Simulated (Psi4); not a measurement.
# singlet AlH2O+ at 3 levels

Wanted: a comparison of 3 runs (B3LYP/def2-TZVPP, BHLYP/def2-TZVPP, PBE0/def2-TZVPP) of singlet AlH2O+. 

The calculation is run with Psi4 1.11.

### Step 1. The system as given

The species is AlH2O+ (4 atoms), meant as a singlet with charge +1. As SMILES of the parent species, `[O][AlH2]`. The coordinates come from a PBE0-D4/def2-TZVP relaxation. That shape belongs to the parent species and isn't relaxed for this state.

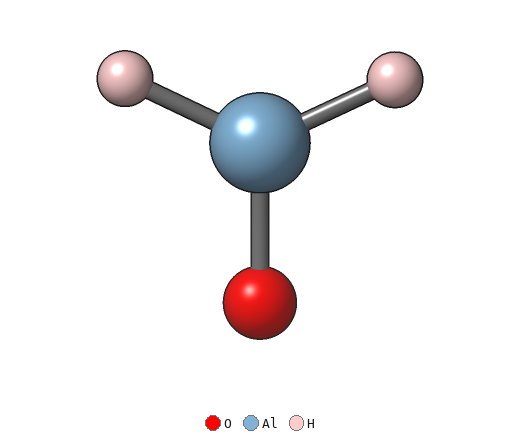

The structure, seen from a chosen angle (oxygen red, aluminium light blue, hydrogen pink).

### Step 2. Energy and forces at B3LYP/def2-TZVPP (run 1)

calc.py

```python
import psi4

psi4.set_memory('1600 MB')
psi4.set_num_threads(1)
psi4.core.set_output_file('output.dat', False)

geom = psi4.geometry("""
1 1
O      0.062600    -0.856300     1.401400
Al     0.011300     0.029900    -0.080400
H     -1.149600    -0.360800    -1.076000
H      1.131100     1.126800    -0.265300
symmetry c1
no_reorient
no_com
""")

options = {'basis': 'def2-TZVPP', 'reference': 'rks', 'puream': True, 'e_convergence': 1e-09, 'd_convergence': 1e-08, 'scf_type': 'pk', 'dft_radial_points': 99, 'dft_spherical_points': 590}
psi4.set_options(options)

e, wfn = psi4.gradient('b3lyp', molecule=geom, return_wfn=True)
print('gradient / Eh bohr^-1')
print(e.np.round(6))
print(f'energy = {wfn.energy():.10f} Eh')
for k, v in sorted(psi4.core.scalar_variables().items()):
    print(f'{k:45s} {v:18.10f}')
```

The run is started by

```console
python calc.py
```

output.dat:

```text
[...]
  Running in c1 symmetry.
[...]
  Nuclear repulsion =   43.785130971524083
[...]
  Multiplicity = 1
[...]
  Nalpha       = 11
  Nbeta        = 11
[...]
    Number of basis functions: 101
[...]
   @RKS iter   1:  -317.86431293964824    2.93810e-01   9.74202e-03 ADIIS/DIIS
[...]
   @RKS iter  14:  -318.41677923518137   -1.47793e-12   5.02331e-10 DIIS
[...]
    Orbital Energies [Eh]
    ---------------------
    Doubly Occupied:
       1A    -56.329303     2A    -19.488346     3A     -4.438785
       4A     -2.994770     5A     -2.989438     6A     -2.989245
       7A     -1.222421     8A     -0.711166     9A     -0.636070
      10A     -0.624910    11A     -0.620133
[...]
  @RKS Final Energy:  -318.41677923518137
   => Energetics <=
    Nuclear Repulsion Energy =             43.7851309715240831
    One-Electron Energy =                -522.3863882940768235
    Two-Electron Energy =                 182.4525716048531478
    DFT Exchange-Correlation Energy =     -22.2680935174817449
    Empirical Dispersion Energy =           0.0000000000000000
    VV10 Nonlocal Energy =                  0.0000000000000000
    Total Energy =                       -318.4167792351813091
[...]
  -Total Gradient:
     Atom            X                  Y                   Z
    ------   -----------------  -----------------  -----------------
       1        0.000304975938    -0.005253365865     0.008786236343
       2       -0.000395118442     0.007004297506    -0.011699181395
       3        0.009902092995     0.005557036081     0.004955163483
       4       -0.009812065248    -0.007305956508    -0.002045584991
[...]
```

On the terminal:

```text
gradient / Eh bohr^-1
[[ 0.000305 -0.005253  0.008786]
 [-0.000395  0.007004 -0.011699]
 [ 0.009902  0.005557  0.004955]
 [-0.009812 -0.007306 -0.002046]]
energy = -318.4167792352 Eh
CURRENT ENERGY                                   -318.4167792352
CURRENT REFERENCE ENERGY                         -318.4167792352
DD SOLVATION ENERGY                                 0.0000000000
DFT FUNCTIONAL TOTAL ENERGY                      -318.4167792352
DFT TOTAL ENERGY                                 -318.4167792352
DFT VV10 ENERGY                                     0.0000000000
DFT XC ENERGY                                     -22.2680935175
GRID ELECTRONS ALPHA                               10.9999999438
GRID ELECTRONS BETA                                10.9999999438
GRID ELECTRONS TOTAL                               21.9999998876
NUCLEAR REPULSION ENERGY                           43.7851309715
ONE-ELECTRON ENERGY                              -522.3863882941
PCM POLARIZATION ENERGY                             0.0000000000
PE ENERGY                                           0.0000000000
SCF ITERATION ENERGY                             -318.4167792352
SCF ITERATIONS                                     14.0000000000
SCF TOTAL ENERGY                                 -318.4167792352
TWO-ELECTRON ENERGY                               182.4525716049
XC GRID RADIAL POINTS                              99.0000000000
XC GRID SPHERICAL POINTS                          590.0000000000
XC GRID TOTAL POINTS                           224762.0000000000
```

Run time: 18 s. Hardware: 1 thread of Intel Xeon Platinum 8375C at 2.90GHz (Ice Lake), shared host; peak memory 0.69 GiB.

### Step 3. A single-point energy at BHLYP/def2-TZVPP (run 2)

alh2o.xyz

```xyz
4
AlH2O
O      0.062600    -0.856300     1.401400
Al     0.011300     0.029900    -0.080400
H     -1.149600    -0.360800    -1.076000
H      1.131100     1.126800    -0.265300
```

alh2o.py

```python
import psi4

psi4.set_memory('1600 MB')
psi4.set_num_threads(1)
psi4.set_output_file('output.dat', False)

with open('alh2o.xyz') as f:
    atoms = ''.join(f.readlines()[2:])
m = psi4.geometry('1 1\n' + atoms + 'symmetry c1')

psi4.set_options({
    'puream': True,
    'e_convergence': 1e-09,
    'd_convergence': 1e-08,
    'scf_type': 'pk',
    'dft_radial_points': 99,
    'dft_spherical_points': 590,
})

result, w = psi4.energy("bhhlyp/def2-TZVPP", return_wfn=True)
psi4.oeprop(w, "WIBERG_LOWDIN_INDICES", "MULLIKEN_CHARGES", "MAYER_INDICES")
print(f'total energy {result:.8f} hartree = {result * 27.211386:.5f} eV')
```

The run is started by

```console
python alh2o.py
```

output.dat:

```text
[...]
  Running in c1 symmetry.
[...]
  Nuclear repulsion =   43.785130971524083
[...]
  Multiplicity = 1
[...]
  Nalpha       = 11
  Nbeta        = 11
[...]
    Number of basis functions: 101
[...]
   @RKS iter   1:  -317.81155805082028    1.11876e-01   8.73071e-03 ADIIS/DIIS
[...]
   @RKS iter  13:  -318.33566575604476   -1.70530e-12   5.44435e-10 DIIS
[...]
  @RKS Final Energy:  -318.33566575604476
   => Energetics <=
    Nuclear Repulsion Energy =             43.7851309715240831
    One-Electron Energy =                -522.2041063448330078
    Two-Electron Energy =                 174.2875261929762871
    DFT Exchange-Correlation Energy =     -14.2042165757121790
    Empirical Dispersion Energy =           0.0000000000000000
    VV10 Nonlocal Energy =                  0.0000000000000000
    Total Energy =                       -318.3356657560448184
[...]
 Multipole Moments:
 ------------------------------------------------------------------------------------
     Multipole            Electronic (a.u.)      Nuclear  (a.u.)        Total (a.u.)
 ------------------------------------------------------------------------------------
 L = 1.  Multiply by 2.5417464519 to convert [e a0] to [Debye]
 Dipole X            :          0.0170411           -0.0547747           -0.0377336
 Dipole Y            :         -0.2909661            0.9427464            0.6517803
 Dipole Z            :          0.4860205           -1.5760525           -1.0900320
 Magnitude           :                                                    1.2705948
[...]
```

The script printed:

```text
total energy -318.33566576 hartree = -8662.35468 eV
```

Run time: 13 s. Hardware: 1 thread of Intel Xeon Platinum 8375C at 2.90GHz (Ice Lake), shared host; peak memory 0.69 GiB.

### Step 4. Energy and gradient at PBE0/def2-TZVPP (run 3)

job.inp

```
memory 1600 mb

molecule mol {
  1 1
  O      0.062600    -0.856300     1.401400
  Al     0.011300     0.029900    -0.080400
  H     -1.149600    -0.360800    -1.076000
  H      1.131100     1.126800    -0.265300
  symmetry c1
  no_reorient
  no_com
}

set puream true
set e_convergence 1e-09
set d_convergence 1e-08
set scf_type pk
set dft_radial_points 99
set dft_spherical_points 590

energy_value, wavefunction = gradient('pbe0/def2-TZVPP', return_wfn=True)
oeprop(wavefunction, 'MAYER_INDICES', 'WIBERG_LOWDIN_INDICES', 'MULLIKEN_CHARGES')
```

The run is started by

```console
psi4 job.inp job.out -n 1
```

job.out:

```text
[...]
  Running in c1 symmetry.
[...]
  Nuclear repulsion =   43.785130971524083
[...]
  Multiplicity = 1
[...]
  Nalpha       = 11
  Nbeta        = 11
[...]
    Number of basis functions: 101
[...]
   @RKS iter   1:  -317.66278021434670    2.41938e-01   9.23035e-03 DIIS/ADIIS
[...]
   @RKS iter  14:  -318.18327533164859   -6.25278e-13   1.57033e-09 DIIS
[...]
  @RKS Final Energy:  -318.18327533164859
   => Energetics <=
    Nuclear Repulsion Energy =             43.7851309715240831
    One-Electron Energy =                -522.3751400701662533
    Two-Electron Energy =                 181.1061991291979325
    DFT Exchange-Correlation Energy =     -20.6994653622043536
    Empirical Dispersion Energy =           0.0000000000000000
    VV10 Nonlocal Energy =                  0.0000000000000000
    Total Energy =                       -318.1832753316485878
[...]
  -Total Gradient:
     Atom            X                  Y                   Z
    ------   -----------------  -----------------  -----------------
       1        0.000367570840    -0.006332570137     0.010590676892
       2       -0.000464269365     0.008197416097    -0.013693308255
       3        0.010966025288     0.006191505273     0.005427652520
       4       -0.010869391779    -0.008055210581    -0.002326930643
[...]
  Mulliken Charges: (a.u.)
   Center  Symbol    Alpha    Beta     Spin     Total
       1     O     3.99991  3.99991  0.00000  0.00019
       2    AL     6.10168  6.10168  0.00000  0.79664
       3     H     0.44920  0.44920  0.00000  0.10160
       4     H     0.44921  0.44921  0.00000  0.10157
   Total alpha = 11.00000, Total beta = 11.00000, Total charge =  1.00000
  Mayer Bond Indices:
[...]
```

Wall time 23 s (1 thread of Intel Xeon Platinum 8375C at 2.90GHz (Ice Lake), shared host); peak memory 0.69 GiB.

### Step 5. The series

```
run             level      task                 properties  energy (Eh)  HOMO energy (eV)  LUMO energy (eV)  HOMO–LUMO gap (eV)  wall time
  1  B3LYP/def2-TZVPP  gradient                          –  -318.416779            -16.87            -14.61                2.27       18 s
  2  BHLYP/def2-TZVPP    energy  (wiberg, mulliken, mayer)  -318.335666            -17.83            -13.46                4.38       13 s
  3   PBE0/def2-TZVPP  gradient  (mayer, wiberg, mulliken)  -318.183275            -17.12            -14.38                2.73       23 s
```

### Step 6. What came out

| quantity | value |
| --- | --- |
| run 3: total energy | -318.18328 Eh |
| run 3: HOMO energy | -17.12 eV |
| run 3: LUMO energy | -14.38 eV |
| run 3: HOMO–LUMO gap | 2.73 eV |
| run 3: largest force on an atom | 0.821 eV/Å |

What this shows: The HOMO–LUMO gap runs from 2.27 eV (B3LYP/def2-TZVPP) to 4.38 eV (BHLYP/def2-TZVPP). Totals of different functionals can't be ranked against each other. All runs together took 54 s, the longest 23 s.
